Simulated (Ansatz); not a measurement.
# Frequency calculation of WH7O4F

System: WH7O4F.
Method: RKS B3LYP-D4/def2-SVP (Ansatz 0.2.0).

It belongs to a series of runs on one base structure; here: vibrations at the highest image of the band.

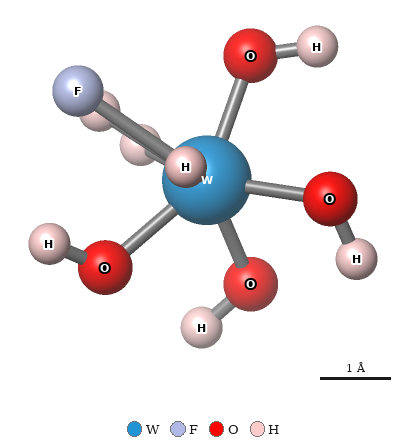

*The input geometry (ball-and-stick view, seen on its broad side). Sticks mark near contacts.*

Input file:
```yaml
crystal:
  periodic: [false, false, false]
  atoms:
    - { symbol: W, position_ang: [0.208961, 0.234284, -0.086528] }
    - { symbol: F, position_ang: [0.310464, -0.457883, 2.050393] }
    - { symbol: O, position_ang: [1.987006, -0.408603, 0.130906] }
    - { symbol: H, position_ang: [2.47319, -0.590957, -0.688231] }
    - { symbol: O, position_ang: [-0.218301, 1.87225, -1.036532] }
    - { symbol: H, position_ang: [-0.921724, 2.390224, -0.61465] }
    - { symbol: O, position_ang: [-1.529813, 0.636395, 0.649901] }
    - { symbol: H, position_ang: [-1.80955, 0.10755, 1.41323] }
    - { symbol: H, position_ang: [-0.479102, -1.324531, -0.078866] }
    - { symbol: O, position_ang: [0.515364, -0.275004, -1.908584] }
    - { symbol: H, position_ang: [0.120282, 0.345216, -2.542538] }
    - { symbol: H, position_ang: [0.847662, 1.435186, 1.289019] }
    - { symbol: H, position_ang: [0.693463, 0.64777, 1.886581] }
basis:
  gaussian: { orbitals: def2-SVP }
hamiltonian:
  xc: b3lyp
  dispersion: d4
phonons: {}
```

Machine: 4 threads of Arm Neoverse V1, 24 GiB of memory available, shared host.

Launched with:
```bash
ansatz run input.yaml --threads 4 --pin off --max-ram 5120MiB --backend cpu --events-out ev --progress --plain --runs-dir out
```

What the program printed:
```
Engine: ansatz 0.2.0, aarch64-unknown-linux-gnu
Functional definition: B3LYP
  parameter a0 = 0.2
  parameter ax = 0.72
  parameter ac = 0.81
  exchange = (1 - a0 - ax)*slater_x + ax*b88_x + a0*exact_x
  correlation = (1 - ac)*vwn_rpa_c + ac*lyp_c
1448 factors; integrals over basis functions are off by at most 3.2e-4 eV
mean field evaluation 1: about -12818.0543 eV, gradient 1.1e2 eV
mean field evaluation 2: about -12643.9077 eV, gradient 3.0e2 eV
mean field evaluation 4: about -12838.1499 eV, gradient 1.8e1 eV
mean field evaluation 8: about -12838.7935 eV, gradient 7.0e-1 eV
mean field evaluation 16: about -12838.8641 eV, gradient 9.2e-4 eV
mean field -12838.86411334 eV, -471.8195536705 hartree, gradient 3.4e-5 eV, S^2 0.000000; 0 other end points of the search recorded, 0 dependent functions left out
the calculation of the forces begins
reference -12838.86444806 eV, -471.8195659714 hartree; 31, 31 occupied and 106, 106 virtual orbitals, 1448 factors
these checks for a lower state are left out or cut short: stability, starts, cluster_reference, orbital_swaps, neighbouring_geometries, increment
1448 factors; integrals over basis functions are off by at most 3.2e-4 eV
mean field -12838.86404449 eV, -471.8195511405 hartree, gradient 2.6e-6 eV, S^2 0.000000; 0 other end points of the search recorded, 0 dependent functions left out
[... from here on the field's lines of each further geometry are left out, up to the last ...]
the calculation of the forces begins
reference -12838.86418799 eV, -471.8195564140 hartree; 31, 31 occupied and 106, 106 virtual orbitals, 1448 factors
these checks for a lower state are left out or cut short: stability, starts, cluster_reference, orbital_swaps, neighbouring_geometries, increment
1448 factors; integrals over basis functions are off by at most 3.2e-4 eV
mean field evaluation 512: about -12838.8643 eV, gradient 1.2e-6 eV
mean field -12838.86433029 eV, -471.8195616434 hartree, gradient 1.2e-6 eV, S^2 0.000000; 0 other end points of the search recorded, 0 dependent functions left out
the calculation of the forces begins
reference -12838.86466501 eV, -471.8195739441 hartree; 31, 31 occupied and 106, 106 virtual orbitals, 1448 factors
WARN: phonons: modes at or below zero, which the zero-point energy, F, S and C_V leave out: 1, the lowest at -909.48 cm⁻¹. A minimum has none, and a first-order saddle one
Total energy: -12839.33006826 eV, -471.8366771981 hartree
Atom 0 at     0.208961     0.234284    -0.086528 Å, force    -0.007137    -0.010284    -0.011117 eV/Å
Atom 1 at     0.310464    -0.457883     2.050393 Å, force    -0.001620     0.000932    -0.003585 eV/Å
Atom 2 at     1.987006    -0.408603     0.130906 Å, force     0.003255    -0.001351     0.009447 eV/Å
Atom 3 at     2.473190    -0.590957    -0.688231 Å, force    -0.000592     0.000912    -0.005850 eV/Å
Atom 4 at    -0.218301     1.872250    -1.036532 Å, force     0.000635     0.000430    -0.002751 eV/Å
Atom 5 at    -0.921724     2.390224    -0.614650 Å, force    -0.000494    -0.000526     0.001437 eV/Å
Atom 6 at    -1.529813     0.636395     0.649901 Å, force    -0.001695     0.001113     0.004401 eV/Å
Atom 7 at    -1.809550     0.107550     1.413230 Å, force    -0.000332     0.000213    -0.000418 eV/Å
Atom 8 at    -0.479102    -1.324531    -0.078866 Å, force     0.000863     0.003419    -0.001273 eV/Å
Atom 9 at     0.515364    -0.275004    -1.908584 Å, force     0.000433     0.002927     0.000235 eV/Å
Atom 10 at     0.120282     0.345216    -2.542538 Å, force     0.000934    -0.003265    -0.002062 eV/Å
Atom 11 at     0.847662     1.435186     1.289019 Å, force    -0.000538     0.000329     0.009442 eV/Å
Atom 12 at     0.693463     0.647770     1.886581 Å, force     0.006287     0.005153     0.002094 eV/Å
Dipole moment:    -0.146041     0.283300    -0.221495 e Å
Vibrations: -909.48 118.13 129.26 198.91 217.08 233.85 283.68 311.70 383.22 431.51 470.13 526.45 563.68 601.22 635.64 649.34 684.96 705.05 729.00 782.06 813.86 838.90 887.97 945.55 1127.21 1208.65 1800.03 1863.07 2029.70 3783.61 3796.02 3802.11 3806.63 cm⁻¹, zero-point energy 2.191928 eV
```

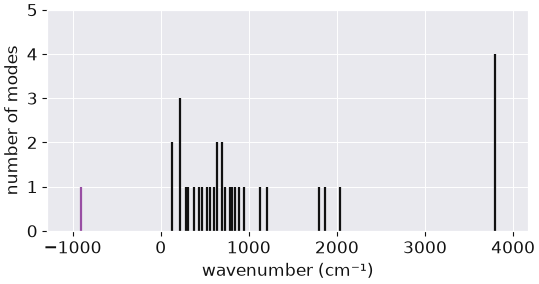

*Harmonic vibrational wavenumbers from the force constants; neighbouring modes closer than 21 cm⁻¹ are counted in one stick, and imaginary ones are drawn at negative wavenumbers.*

33 modes from 909i to 3807 cm⁻¹, 1 imaginary beyond 8i (909i cm⁻¹): a first-order saddle point, if the geometry is stationary.

Results in brief:

```tsv
quantity	value
outcome	converged
total energy	−12839.3301 eV
mean-field energy	−12838.8644 eV
largest force (length of the vector)	0.017 eV/Å
wall time	2.9 min (CPU time 11 min)
peak memory	0.4 GiB
```
